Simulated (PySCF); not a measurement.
## Run report: C2H4Si (charge +1), geometry relaxation (part 1 of 2)

The run: geometry relaxation of C2H4Si, charge +1, multiplicity 2. Method and program: HF/3-21G, UHF (PySCF 2.14.0).

The atoms were displaced at random from an optimised geometry. The geometry is that of the parent species in another charge or spin state. Figures and captions count atoms from 1; the log counts them from 0 in places.

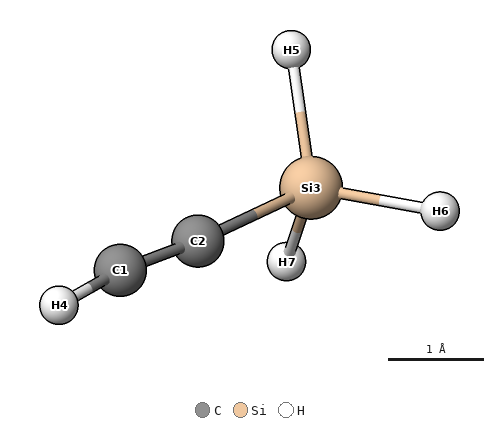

**Figure 1.** The structure as given in the input (ball-and-stick view, seen at a tilt; atoms are numbered from 1 in the order of the input). Bond lengths as drawn: C–C 1.21 Å, C–H 1.08 Å, C–Si 1.81 Å and H–Si 1.46 to 1.50 Å.

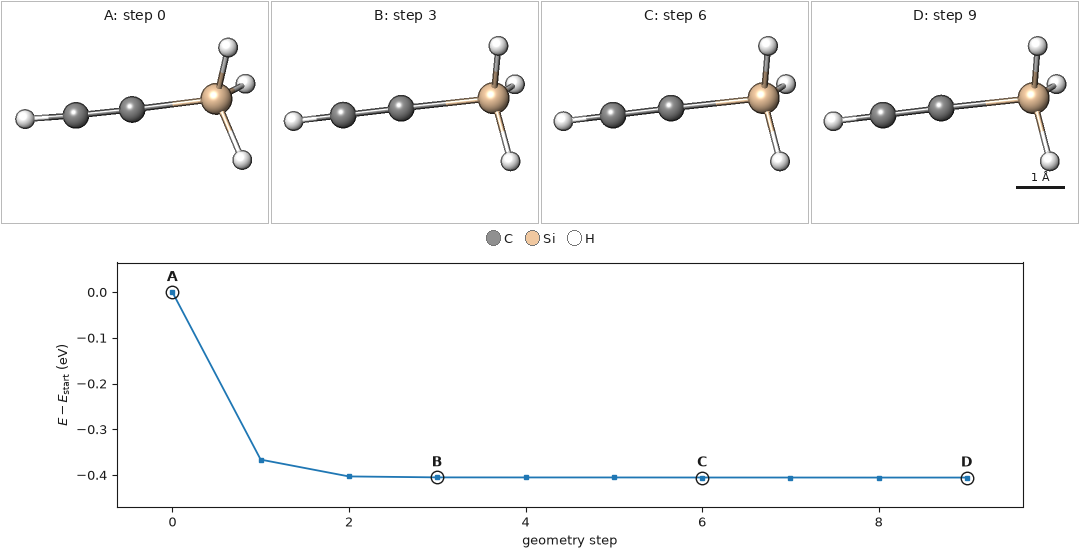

**Figure 2.** Frames of the relaxation (ball-and-stick view, seen at a tilt) above the curves, on which the letters mark them (steps are counted from 0).

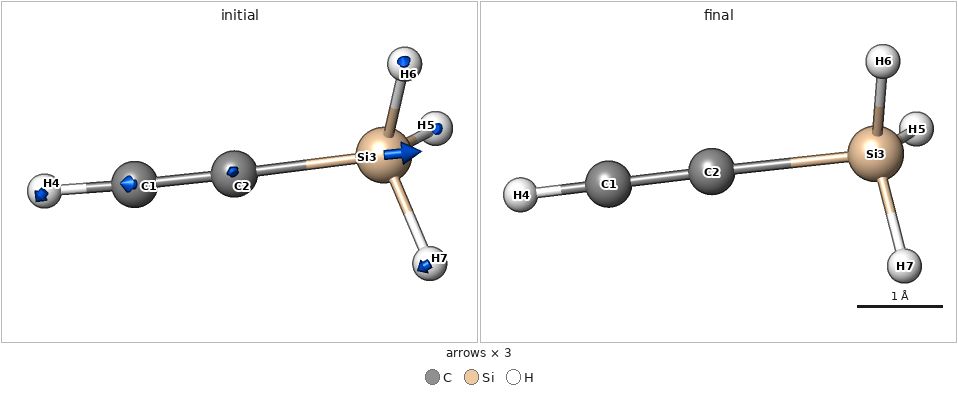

**Figure 3.** Before (left) and after (right) the relaxation, at one scale (ball-and-stick view, seen at a tilt). The blue arrows give the displacements, magnified 3 times. The energy falls by 0.405 eV in 9 geometry steps. The largest force component goes from 3.8 to 0.0028 eV/Å. The atom that moves furthest after the best rigid fit is Si3 (0.15 Å). Largest moves by element: Si 0.15 Å, C 0.07 Å, H 0.06 Å. Distances before and after: C2–Si3 1.806 → 1.977 Å, C1–C2 1.212 → 1.245 Å, Si3–H7 1.498 → 1.471 Å, Si3–H5 1.487 → 1.467 Å. Among the angles that change: C2–Si3–H7 107.3° → 100.2°, C2–Si3–H6 110.0° → 103.0°, C2–C1–H4 173.2° → 180.0°. (Atoms are counted from 1 in the order of the input.)

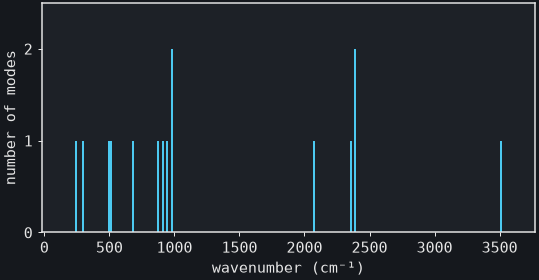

**Figure 4.** Harmonic vibrational wavenumbers from the force constants; neighbouring modes closer than 15 cm⁻¹ are counted in one stick. 15 modes from 240 to 3513 cm⁻¹, none imaginary.

These pictures come from the run below.

Input (run.py):
```python
from pyscf import gto, symm
from pyscf.hessian import thermo
from pyscf.geomopt.geometric_solver import kernel as optimise

system = gto.M(
    atom='''
C     -1.078761    -3.523491     0.212832
C     -0.372153    -1.347668     0.119228
Si     0.570954     1.917617    -0.188205
H     -1.708027    -5.431145     0.534955
H     -0.269346     2.859055    -2.698555
H     -0.562702     3.417583     1.823206
H      3.393680     1.998673     0.007670
''',
    charge=1,
    spin=1,
    unit='bohr',
    max_memory=1860,
    basis='3-21g',
    verbose=3,
)

mf = system.UHF()
mf.conv_tol = 1e-10
mf = mf.newton()
converged, mol_eq = optimise(mf, maxsteps=80)
print('converged:', converged)
print(mol_eq.tostring())

mf.reset(mol_eq)
system = mol_eq
mf.kernel()
energy = mf.e_tot
print('Final energy', energy)
hess = mf.Hessian().kernel()
modes = thermo.harmonic_analysis(system, hess)
thermo.dump_normal_mode(system, modes)
symm.geom.TOLERANCE = 1e-3  # for the symmetry number
th = thermo.thermo(mf, modes['freq_au'], 298.15, 101325)
thermo.dump_thermo(system, th)
```

Command:
```bash
OMP_NUM_THREADS=1 python run.py
```

What the program printed:
```
#|     Arguments passed to driver run_optimizer():      |#
customengine              <pyscf.geomopt.geometric_solver.PySCFEngine object>
maxiter                   80
----------------------------------------------------------
Custom engine selected.
Bonds will be generated from interatomic distances less than 1.20 times sum of covalent radii
21 internal coordinates being used (instead of 21 Cartesians)
Internal coordinate system (atoms numbered from 1):
Distance 1-2
Distance 1-4
Distance 2-3
Distance 3-5
Distance 3-6
Distance 3-7
Angle 2-3-5
Angle 2-3-6
Angle 2-3-7
Angle 5-3-6
Angle 5-3-7
Angle 6-3-7
LinearAngleX 2-1-4
LinearAngleY 2-1-4
LinearAngleX 1-2-3
LinearAngleY 1-2-3
Translation-X 1-7
Translation-Y 1-7
Translation-Z 1-7
Rotation-A 1-7
Rotation-B 1-7
Rotation-C 1-7
<class 'geometric.internal.Distance'> : 6
<class 'geometric.internal.Angle'> : 6
<class 'geometric.internal.LinearAngle'> : 4
<class 'geometric.internal.TranslationX'> : 1
<class 'geometric.internal.TranslationY'> : 1
<class 'geometric.internal.TranslationZ'> : 1
<class 'geometric.internal.RotationA'> : 1
<class 'geometric.internal.RotationB'> : 1
<class 'geometric.internal.RotationC'> : 1
> ===== Optimization Info: ====
> Job type: Energy minimization
> Maximum number of optimization cycles: 80
> Initial / maximum trust radius (Angstrom): 0.100 / 0.300
> Convergence Criteria:
> Will converge when all 5 criteria are reached:
>  |Delta-E| < 1.00e-06
>  RMS-Grad  < 3.00e-04
>  Max-Grad  < 4.50e-04
>  RMS-Disp  < 1.20e-03
>  Max-Disp  < 1.80e-03
> === End Optimization Info ===

Geometry optimization cycle 1
Cartesian coordinates (Angstrom)
 Atom        New coordinates             dX        dY        dZ
   C  -0.570856  -1.864551   0.112626    0.000000  0.000000 -0.000000
   C  -0.196935  -0.713155   0.063093    0.000000  0.000000  0.000000
  Si   0.302136   1.014759  -0.099594    0.000000  0.000000  0.000000
   H  -0.903849  -2.874038   0.283086    0.000000  0.000000  0.000000
   H  -0.142532   1.512947  -1.428014    0.000000  0.000000  0.000000
   H  -0.297769   1.808507   0.964799    0.000000  0.000000  0.000000
   H   1.795858   1.057652   0.004059    0.000000  0.000000  0.000000

WARN: HOMO -0.294313018546301 >= LUMO -0.294313018546301

converged SCF energy = -364.605246428062  <S^2> = 0.75557754  2S+1 = 2.0055698
--------------- SecondOrderUHF_Scanner gradients ---------------
         x                y                z
0 C     0.0222379598     0.0724645004    -0.0168697619
1 C    -0.0027394722    -0.0101750112     0.0064873706
2 Si    -0.0292542153    -0.0731488860     0.0117105753
3 H    -0.0032726152    -0.0087422813     0.0072411611
4 H     0.0005764237     0.0088337132    -0.0021096536
5 H     0.0052666766     0.0030140055    -0.0069545326
6 H     0.0071852426     0.0077539593     0.0004948411
----------------------------------------------
cycle 1: E = -364.605246428  dE = -364.605  norm(grad) = 0.113783
Step    0 : Gradient = 4.301e-02/7.965e-02 (rms/max) Energy = -364.6052464281
Hessian Eigenvalues: 5.00000e-02 5.00000e-02 5.00000e-02 ... 2.56583e-01 3.64118e-01 9.92023e-01

Geometry optimization cycle 2
Cartesian coordinates (Angstrom)
 Atom        New coordinates             dX        dY        dZ
   C  -0.584041  -1.910504   0.142902   -0.013185 -0.045953  0.030276
   C  -0.213422  -0.721941   0.068315   -0.016487 -0.008786  0.005222
  Si   0.329124   1.112764  -0.108389    0.026989  0.098005 -0.008795
   H  -0.898196  -2.918277   0.254813    0.005653 -0.044239 -0.028273
   H  -0.138518   1.500544  -1.449895    0.004014 -0.012403 -0.021881
   H  -0.306886   1.848599   0.997448   -0.009117  0.040092  0.032649
   H   1.797993   1.030936  -0.005139    0.002134 -0.026717 -0.009198
converged SCF energy = -364.618701754093  <S^2> = 0.75854341  2S+1 = 2.0085252
--------------- SecondOrderUHF_Scanner gradients ---------------
         x                y                z
0 C    -0.0030355949    -0.0062596948    -0.0044466510
1 C     0.0075611190     0.0173847385     0.0017011638
2 Si    -0.0079008858    -0.0218690456     0.0011432527
3 H     0.0003427519     0.0013582937     0.0019943232
4 H     0.0011928838     0.0029220492    -0.0005546990
5 H     0.0007067186     0.0037681717     0.0005663720
6 H     0.0011330074     0.0026954873    -0.0004037618
----------------------------------------------
cycle 2: E = -364.618701754  dE = -0.0134553  norm(grad) = 0.0318181
Step    1 : Displace = 5.475e-02/1.020e-01 (rms/max) Trust = 1.000e-01 (=) Grad = 1.203e-02/2.328e-02 (rms/max) E (change) = -364.6187017541 (-1.346e-02) Quality = 1.171
Hessian Eigenvalues: 5.00000e-02 5.00000e-02 5.00000e-02 ... 2.51350e-01 3.66521e-01 1.08500e+00

Geometry optimization cycle 3
Cartesian coordinates (Angstrom)
 Atom        New coordinates             dX        dY        dZ
   C  -0.583475  -1.901948   0.157883    0.000566  0.008556  0.014981
   C  -0.222302  -0.713358   0.066959   -0.008880  0.008583 -0.001357
  Si   0.346359   1.156040  -0.115183    0.017234  0.043277 -0.006794
   H  -0.889945  -2.916024   0.244069    0.008251  0.002253 -0.010744
   H  -0.150101   1.483163  -1.457895   -0.011584 -0.017381 -0.008001
   H  -0.318429   1.828787   1.005524   -0.011542 -0.019812  0.008076
   H   1.803946   1.005460  -0.001301    0.005954 -0.025476  0.003839
converged SCF energy = -364.620054225845  <S^2> = 0.7581763  2S+1 = 2.0081597
--------------- SecondOrderUHF_Scanner gradients ---------------
         x                y                z
0 C    -0.0007043068    -0.0005941519    -0.0012124519
1 C     0.0022825081     0.0047249507     0.0006994854
2 Si    -0.0011755505    -0.0023616148    -0.0001387832
3 H    -0.0000335839    -0.0002775278     0.0004183246
4 H     0.0000204551    -0.0005615354     0.0001037077
5 H    -0.0000868447    -0.0004172788     0.0001403242
6 H    -0.0003026772    -0.0005128419    -0.0000106068
----------------------------------------------
cycle 3: E = -364.620054226  dE = -0.00135247  norm(grad) = 0.00620141
Step    2 : Displace = 2.577e-02/4.707e-02 (rms/max) Trust = 1.414e-01 (+) Grad = 2.344e-03/5.294e-03 (rms/max) E (change) = -364.6200542258 (-1.352e-03) Quality = 1.081
Hessian Eigenvalues: 4.99999e-02 5.00000e-02 5.00000e-02 ... 2.51399e-01 3.67057e-01 1.08206e+00

Geometry optimization cycle 4
Cartesian coordinates (Angstrom)
 Atom        New coordinates             dX        dY        dZ
   C  -0.586087  -1.909588   0.162086   -0.002613 -0.007640  0.004203
   C  -0.228696  -0.721086   0.064843   -0.006394 -0.007728 -0.002116
  Si   0.348089   1.158749  -0.116110    0.001730  0.002708 -0.000926
   H  -0.890149  -2.924256   0.245083   -0.000204 -0.008232  0.001014
   H  -0.147391   1.493309  -1.457826    0.002710  0.010146  0.000069
   H  -0.316166   1.833261   1.003421    0.002262  0.004474 -0.002103
   H   1.806454   1.011732  -0.001442    0.002508  0.006272 -0.000142
converged SCF energy = -364.620130510111  <S^2> = 0.75792733  2S+1 = 2.0079117
--------------- SecondOrderUHF_Scanner gradients ---------------
         x                y                z
0 C    -0.0000530990     0.0005589182    -0.0003852323
1 C     0.0003191450     0.0001278702     0.0004351504
2 Si    -0.0004327030    -0.0003486123     0.0000866884
3 H     0.0000158885    -0.0000635726     0.0000302685
4 H     0.0000101957    -0.0001073067    -0.0000457767
5 H     0.0000819423    -0.0001206384    -0.0001017784
6 H     0.0000586304    -0.0000466584    -0.0000193198
----------------------------------------------
cycle 4: E = -364.62013051  dE = -7.62843e-05  norm(grad) = 0.00106957
Step    3 : Displace = 8.048e-03/1.050e-02 (rms/max) Trust = 2.000e-01 (+) Grad = 4.043e-04/6.809e-04 (rms/max) E (change) = -364.6201305101 (-7.628e-05) Quality = 1.172
Hessian Eigenvalues: 4.99995e-02 5.00000e-02 5.00000e-02 ... 2.56796e-01 3.66948e-01 1.09441e+00

Geometry optimization cycle 5
Cartesian coordinates (Angstrom)
 Atom        New coordinates             dX        dY        dZ
   C  -0.586428  -1.911458   0.162947   -0.000341 -0.001870  0.000860
   C  -0.230640  -0.722518   0.062211   -0.001944 -0.001432 -0.002632
  Si   0.348654   1.159714  -0.116912    0.000565  0.000965 -0.000802
   H  -0.889596  -2.926177   0.247461    0.000553 -0.001921  0.002379
   H  -0.146228   1.497663  -1.457892    0.001163  0.004355 -0.000066
   H  -0.316254   1.833201   1.003433   -0.000088 -0.000060  0.000012
   H   1.806546   1.011695  -0.001194    0.000092 -0.000037  0.000249
converged SCF energy = -364.620135230434  <S^2> = 0.75796106  2S+1 = 2.0079453
--------------- SecondOrderUHF_Scanner gradients ---------------
         x                y                z
0 C    -0.0000492765     0.0000977116    -0.0000975461
1 C     0.0000123603    -0.0001631756     0.0001658645
2 Si     0.0000728243     0.0000625767     0.0000384961
3 H     0.0000087841     0.0000013102    -0.0000330926
4 H    -0.0000189691    -0.0000634682    -0.0000324703
5 H     0.0000016118     0.0000172948    -0.0000111397
6 H    -0.0000273347     0.0000477504    -0.0000301119
----------------------------------------------
cycle 5: E = -364.62013523  dE = -4.72032e-06  norm(grad) = 0.000312183
Step    4 : Displace = 2.647e-03/4.512e-03 (rms/max) Trust = 2.828e-01 (+) Grad = 1.180e-04/2.330e-04 (rms/max) E (change) = -364.6201352304 (-4.720e-06) Quality = 1.187
Hessian Eigenvalues: 4.99976e-02 5.00000e-02 5.00000e-02 ... 2.66204e-01 3.67462e-01 1.08955e+00

Geometry optimization cycle 6
Cartesian coordinates (Angstrom)
 Atom        New coordinates             dX        dY        dZ
   C  -0.586263  -1.911851   0.163172    0.000165 -0.000394  0.000225
   C  -0.231523  -0.722694   0.060216   -0.000882 -0.000176 -0.001995
  Si   0.348385   1.159885  -0.117672   -0.000269  0.000171 -0.000760
   H  -0.888723  -2.926599   0.249786    0.000873 -0.000421  0.002325
   H  -0.145343   1.501160  -1.458136    0.000885  0.003497 -0.000244
   H  -0.316588   1.832050   1.003520   -0.000334 -0.001151  0.000087
   H   1.806108   1.010170  -0.000833   -0.000438 -0.001525  0.000361
converged SCF energy = -364.620136533627  <S^2> = 0.75798122  2S+1 = 2.0079654
--------------- SecondOrderUHF_Scanner gradients ---------------
         x                y                z
0 C    -0.0000483720    -0.0000736583    -0.0000253982
1 C    -0.0000470726    -0.0000983381     0.0000222115
2 Si     0.0001750334     0.0001039444     0.0001212012
3 H    -0.0000012511     0.0000114292    -0.0000229972
4 H    -0.0000500048    -0.0000609020    -0.0000413123
5 H    -0.0000113504     0.0000436458    -0.0000228307
6 H    -0.0000169825     0.0000738789    -0.0000308743
----------------------------------------------
cycle 6: E = -364.620136534  dE = -1.30319e-06  norm(grad) = 0.00030782
Step    5 : Displace = 2.043e-03/3.620e-03 (rms/max) Trust = 3.000e-01 (+) Grad = 1.163e-04/2.369e-04 (rms/max) E (change) = -364.6201365336 (-1.303e-06) Quality = 1.695
Hessian Eigenvalues: 2.27142e-02 5.00000e-02 5.00000e-02 ... 2.96471e-01 3.67318e-01 1.14728e+00

Geometry optimization cycle 7
Cartesian coordinates (Angstrom)
 Atom        New coordinates             dX        dY        dZ
   C  -0.585097  -1.912642   0.164380    0.001166 -0.000791  0.001208
   C  -0.234895  -0.722738   0.052620   -0.003372 -0.000044 -0.007596
  Si   0.346272   1.160348  -0.121563   -0.002113  0.000463 -0.003891
   H  -0.884102  -2.927631   0.259627    0.004621 -0.001033  0.009841
   H  -0.140948   1.517175  -1.459698    0.004395  0.016014 -0.001562
   H  -0.318173   1.826232   1.004071   -0.001585 -0.005818  0.000551
   H   1.802996   1.001377   0.000617   -0.003113 -0.008793  0.001449
converged SCF energy = -364.620140449752  <S^2> = 0.75806182  2S+1 = 2.0080456
--------------- SecondOrderUHF_Scanner gradients ---------------
         x                y                z
0 C    -0.0000195865    -0.0004270872     0.0001596937
1 C    -0.0001254497     0.0000620724    -0.0004253880
2 Si     0.0002979053     0.0001777218     0.0003994963
3 H    -0.0000247851     0.0000334203     0.0000281598
4 H    -0.0001097841    -0.0000492105    -0.0000502515
5 H    -0.0000146819     0.0001374129    -0.0000788324
6 H    -0.0000036181     0.0000656704    -0.0000328779
----------------------------------------------
cycle 7: E = -364.62014045  dE = -3.91612e-06  norm(grad) = 0.000859655
Step    6 : Displace = 9.377e-03/1.670e-02 (rms/max) Trust = 3.000e-01 (=) Grad = 3.249e-04/5.291e-04 (rms/max) E (change) = -364.6201404498 (-3.916e-06) Quality = 1.342
Hessian Eigenvalues: 1.51761e-02 5.00000e-02 5.00000e-02 ... 3.58134e-01 3.67946e-01 1.17728e+00
```
